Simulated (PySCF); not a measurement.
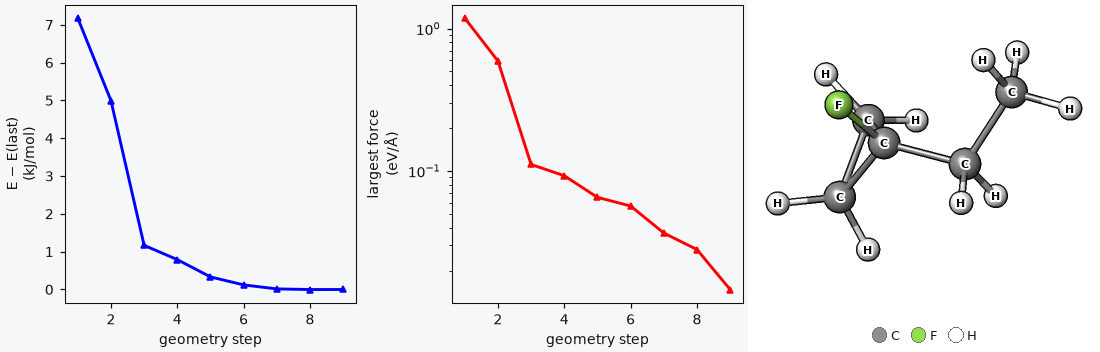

Beside the plot: the molecule at the start.

History of a geometry optimisation.

System: C$_{5}$H$_{9}$F (SMILES CCC1(F)CC1).
Method: PBE0-D3(BJ)/def2-SVP, geometry optimisation in PySCF.

Q: How did the optimisation end?

A: The optimisation met its thresholds at geometry 9, counting the start as the first. The energy fell by about 7.2 kJ/mol from the first step to the last. The largest force goes from about 1.2 eV/Å at the start to 0.015 eV/Å at the end.
